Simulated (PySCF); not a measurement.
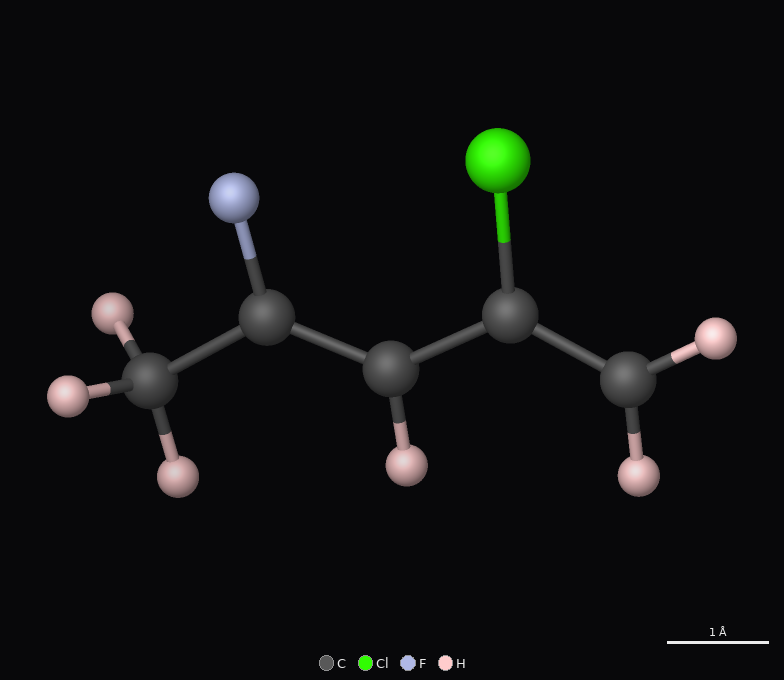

Ball-and-stick drawing of a structure. Every bond is drawn as one stick, whatever its order.

Computed geometry: GFN2-xTB optimisation. No frequency run is at hand to confirm it as a minimum.

Identify the structure.

Formula C₅H₆ClF. Its SMILES string is `C=C(Cl)/C=C(/C)F`. It has no ring. Among its groups: alkene, C–F bond, C–Cl bond. This geometry has Cs symmetry. Coordination: 4 C trigonal planar; 1 C tetrahedral.

The parts below concern this one geometry. Atoms keep their numbers from picture to picture.

Geometry

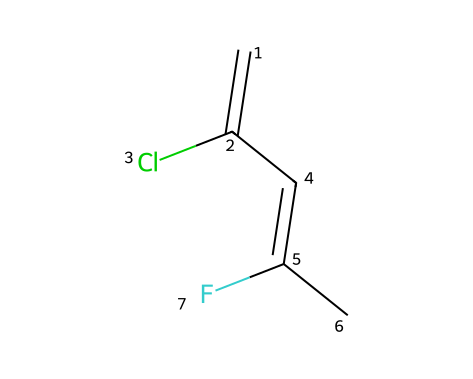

A structural formula, with wedges where it has stereocentres; small numbers name the atoms. The configuration is that of a computed structure (GFN2-xTB).

Assign CIP descriptors.

C4=C5: Z.

Quadrupole coupling

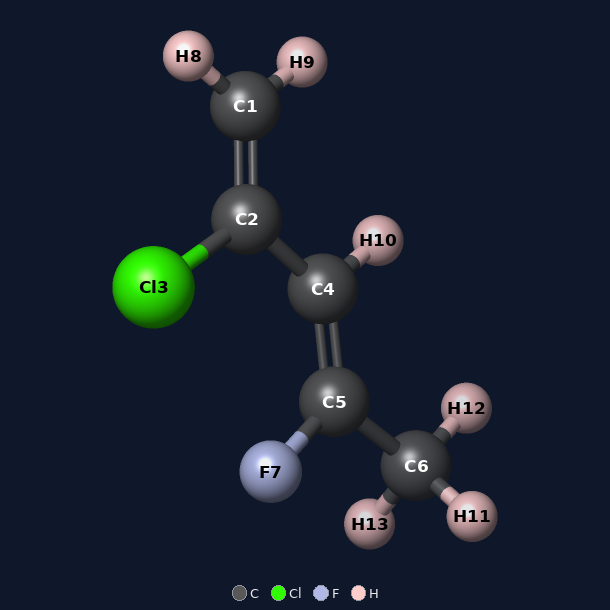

No frequency run is at hand to confirm it as a minimum. Electric field gradients from the ground-state density, PBE0/pcSseg-1 (PySCF 2.14.0), non-relativistic apart from any core potentials.

Give the largest field-gradient component, the quadrupole coupling constant and the asymmetry for 35Cl at Cl3 (Q = −81.7 mb), 2H at H8 (Q = 2.86 mb), 2H at H9 (Q = 2.86 mb), 2H at H10 (Q = 2.86 mb), 2H at H11 (Q = 2.86 mb).

```tsv
atom	V_zz (a.u.)	e²qQ/h (MHz)	η
Cl3	3.981	−76.4	0.15
H8	0.340	0.229	0.06
H9	0.340	0.228	0.07
H10	0.326	0.219	0.13
H11	0.307	0.206	0.03
```

Charges

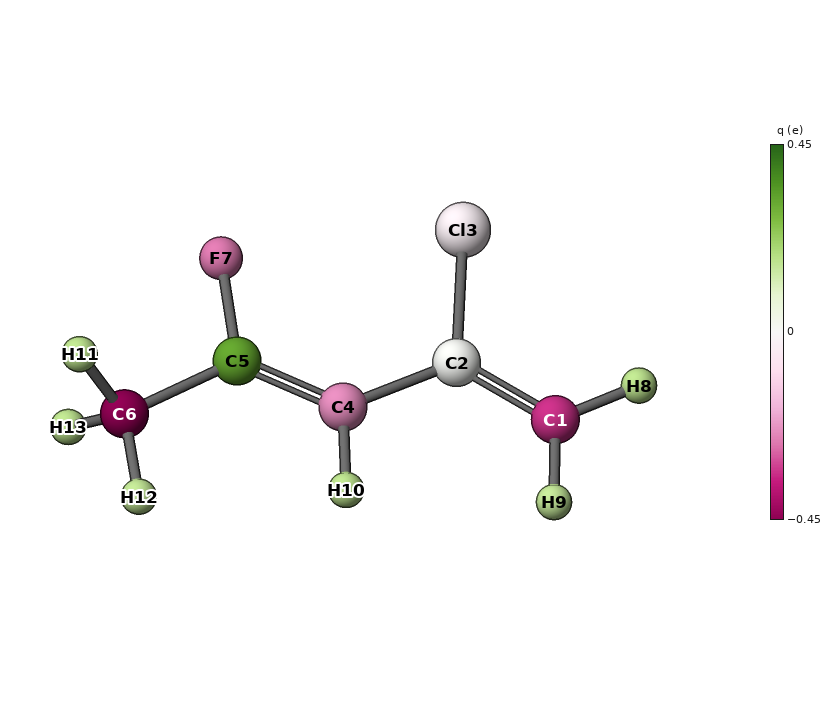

Atoms are coloured by their IAO charges. No frequency run is at hand to confirm it as a minimum. Method: PBE0/pcSseg-1, gas phase (PySCF 2.14.0).

Which atom carries the highest charge (most positive or least negative)?

C5 (0.31 e).

And the lowest?

C6 (−0.44 e).

List the IAO charges.

```
atom  value (e)
  C1      −0.34
  C2       0.01
 Cl3      −0.03
  C4      −0.24
  C5       0.31
  C6      −0.44
  F7      −0.26
  H8       0.17
  H9       0.16
 H10       0.17
 H11       0.17
 H12       0.16
 H13       0.17
```

NMR shielding

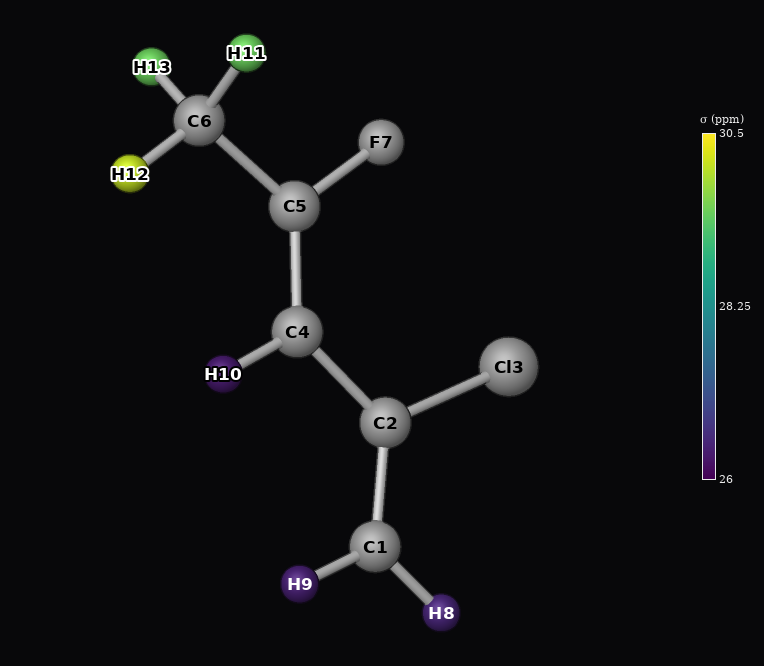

Atoms are coloured by their isotropic NMR shieldings (H only, the others grey). No frequency run is at hand to confirm it as a minimum. Properties computed with GIAO PBE0/pcSseg-1 NMR shielding, non-relativistic, gas phase (PySCF 2.14.0).

Which H atom is the most shielded (lowest chemical shift)?

H12 (30.10 ppm).

Which H atom is the least shielded (highest chemical shift)?

H10 (26.35 ppm).

How wide is the range of H shifts?

3.75 ppm.

List the isotropic NMR shieldings of the H atoms.

| atom | σ (ppm) |
| --- | --- |
| H8 | 26.48 |
| H9 | 26.41 |
| H10 | 26.35 |
| H11 | 29.46 |
| H12 | 30.10 |
| H13 | 29.47 |
